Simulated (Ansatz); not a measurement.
# AsH₄ (doublet): inputs that go wrong

4 inputs are run for AsH₄ (doublet) as typed; the log has to tell whether the result can be used and what must change.

Method: the settings change from run to run; program: Ansatz 0.2.0, Gaussian basis.

25 further runs of the same task are left out: 2 for a known fault of the program, 6 that didn't finish, 17 set aside as unsound or not needed. Runs told in other sessions of the task aren't counted.

**1. The system**

The geometry is a PBE0/def2-TZVPD stationary point (not a proven minimum) of the parent state, kept for this charge and spin. No spin-orbit coupling is included. The filled d shell of As may be among the frozen orbitals whatever the setting's name suggests.

5 atoms, charge 0, spin multiplicity 2.

Atoms are counted from 1 here; the program's logs count them from 0.

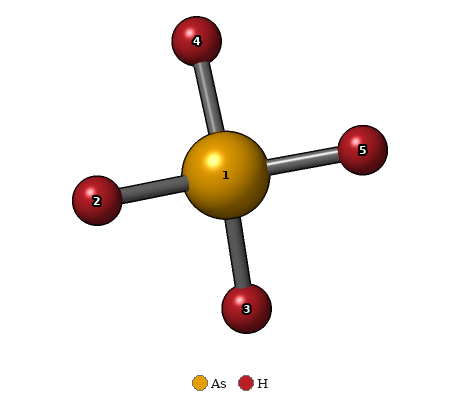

The structure; arsenic amber, hydrogen red; atoms are numbered from 1 in the order of the file.

**2. Try 1**

File in.yaml:

```yaml
crystal:
  periodic: [false, false, false]
  atoms:
    - {symbol: As, position_ang: [0.000000, 0.000000, 0.000000]}
    - {symbol: H, position_ang: [0.270354, 0.980803, 1.322816]}
    - {symbol: H, position_ang: [-0.957546, -1.069929, 0.850450]}
    - {symbol: H, position_ang: [0.157024, 1.248386, -1.096259]}
    - {symbol: H, position_ang: [0.530168, -1.159260, -1.077008]}
basis:
  gaussian: {orbitals: STO-3G, point_charges: [{charge: 1.00, position_ang: [5.473, -0.458, 0.386]}]}
magnetization: {spin_polarized: false, initial_magnetization: 1}
correlation: {active_space: {window: {electrons: 17, orbitals: 9}, states: [{multiplicity: 2, weights: [1, 1, 1, 0.5]}]}}
nroots: 3
output: {forces: true}
```

Launch:

```console
> ansatz run in.yaml --threads 1 --pin off --events-out ev --progress --plain --max-ram 2393MiB
```

Log:

```text
Error: YAML parse error: error: line 13 column 1: unknown field `nroots`, expected one of crystal, accuracy, basis, kpoints, hamiltonian, magnetization, projection, total_charge, correlation, batch, efield, external_charges, scf, relax, neb, saddle, md, ramp, phonons, dielectric, real_time, elastic, magnetic_configurations, gw, evaluate, workflow, output, checkpoint, execution
  --> <input>:13:1
   |
11 | magnetization: {spin_polarized: false, initial_magnetization: 1}
12 | correlation: {active_space: {window: {electrons: 17, orbitals: 9}…
13 | nroots: 3
   | ^ unknown field `nroots`, expected one of crystal, accuracy, basis, kpoints, hamiltonian, magnetization, projection, total_charge, correlation, batch, efield, external_charges, scf, relax, neb, saddle, md, ramp, phonons, dielectric, real_time, elastic, magnetic_configurations, gw, evaluate, workflow, output, checkpoint, execution
14 | output: {forces: true}
   |
```

It took 0.03 s on 1 thread of Arm Neoverse V1, shared host.

What is wrong: The run was refused. The input holds a key that the program doesn't read here. Cure: remove it or spell it as the reference does.

**3. Try 2**

File in.yaml:

```yaml
crystal:
  periodic: [false, false, false]
  atoms:
    - {symbol: As, position_ang: [0.000000, 0.000000, 0.000000]}
    - {symbol: H, position_ang: [0.270354, 0.980803, 1.322816]}
    - {symbol: H, position_ang: [-0.957546, -1.069929, 0.850450]}
    - {symbol: H, position_ang: [0.157024, 1.248386, -1.096259]}
    - {symbol: H, position_ang: [0.530168, -1.159260, -1.077008]}
basis:
  gaussian: {orbitals: STO-3G, point_charges: [{charge: 1.00, position_ang: [3.624, -0.479, 0.915]}]}
magnetization: {spin_polarized: false, initial_magnetization: 1}
correlation: {method: fic_mrcisd_q, electrons: outside_noble_gas, active_space: {window: {electrons: 3, orbitals: 3}, states: [{multiplicity: 2, weights: [1, 1]}], root: 2}}
scf: {lower_state_search: full}
```

The command is unchanged.

Log:

```text
Error: the active space averages no state 2, counted from zero
```

It took 0.03 s on 1 thread of Arm Neoverse V1, shared host.

Diagnosis: The run was refused. The root asked for lies beyond the states averaged. Cure: average more states or name a lower root.

**4. Try 3**

File in.yaml:

```yaml
crystal:
  periodic: [false, false, false]
  atoms:
    - {symbol: As, position_ang: [0.000000, 0.000000, 0.000000]}
    - {symbol: H, position_ang: [0.270354, 0.980803, 1.322816]}
    - {symbol: H, position_ang: [-0.957546, -1.069929, 0.850450]}
    - {symbol: H, position_ang: [0.157024, 1.248386, -1.096259]}
    - {symbol: H, position_ang: [0.530168, -1.159260, -1.077008]}
basis:
  gaussian: {orbitals: cc-pVDZ}
magnetization: {spin_polarized: false, initial_magnetization: 1}
correlation: {method: ccsd_t, frozen_orbitals: {As: 9}}
output: {forces: true}
```

Same command.

Log:

```text
Functional definition: HF
  name "HF"
  cite "Fock, Z. Phys. 61, 126 (1930) doi:10.1007/BF01340294"
  parent pbe
  exchange = exact_x
  correlation = 0
Error: "frozen_orbitals" has no count for H
```

Run time: 0.03 s. Hardware: 1 thread of Arm Neoverse V1, shared host.

Diagnosis: The run was refused. The frozen-orbital counts are incomplete or too large. Cure: leave frozen_orbitals out, or give each element a count that its core has.

**5. Try 4**

File in.yaml:

```yaml
crystal:
  periodic: [false, false, false]
  atoms:
    - {symbol: As, position_ang: [0.000000, 0.000000, 0.000000]}
    - {symbol: H, position_ang: [0.270354, 0.980803, 1.322816]}
    - {symbol: H, position_ang: [-0.957546, -1.069929, 0.850450]}
    - {symbol: H, position_ang: [0.157024, 1.248386, -1.096259]}
    - {symbol: H, position_ang: [0.530168, -1.159260, -1.077008]}
basis:
  gaussian: {orbitals: 6-31G}
magnetization: {spin_polarized: false, initial_magnetization: 1}
hamiltonian: {xc: pbe0}
correlation: {method: sc_nevpt2, electrons: outside_noble_gas, active_space: {window: {electrons: 3, orbitals: 3}}}
```

The command is unchanged.

Log:

```text
Error: invalid value for `correlation.active_space`: it starts from restricted Hartree–Fock orbitals; set hamiltonian.xc: hf without magnetization.spin_polarized
```

Wall time 0.03 s (1 thread of Arm Neoverse V1, shared host).

Diagnosis: The run was refused. An active space is asked on a functional's orbitals. Fix: start from Hartree-Fock.

**6. How the runs ended**

```
try                    level    ended                                                     cause    time
  1      CASSCF(17,9)/STO-3G  refused  the input holds a key that the program doesn't read here  0.03 s
  2     MRCISD+Q(3,3)/STO-3G  refused        the root asked for lies beyond the states averaged  0.03 s
  3  CCSD(T) on ROHF/cc-pVDZ  refused     the frozen-orbital counts are incomplete or too large  0.03 s
  4        NEVPT2(3,3)/6-31G  refused       an active space is asked on a functional's orbitals  0.03 s
```

4 refused.
